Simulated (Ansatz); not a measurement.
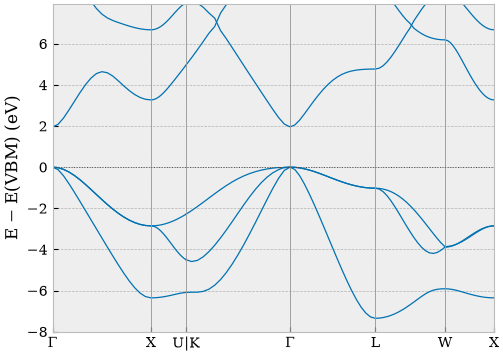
Figure. Band structure from plane-wave PAW LDA (Ansatz code)

**Question.** Read off the gap and where the band edges lie.

**Answer.** About 2.0 eV (1.96 eV by a search for the band edges); maximum at Γ, minimum at Γ.

**Question.** Which of these materials gives this?
A. CuCl, zinc blende
B. TePb, zinc blende
C. GaN, zinc blende

**Answer.** C, GaN, zinc blende

Space group F-43m (zinc blende). The cell was relaxed with LDA under the symmetry of its start; phonons on a q-mesh show no instability. Spin–orbit coupling is left out wherever it is not named.

Potentials: the later of the program's two PAW sets.
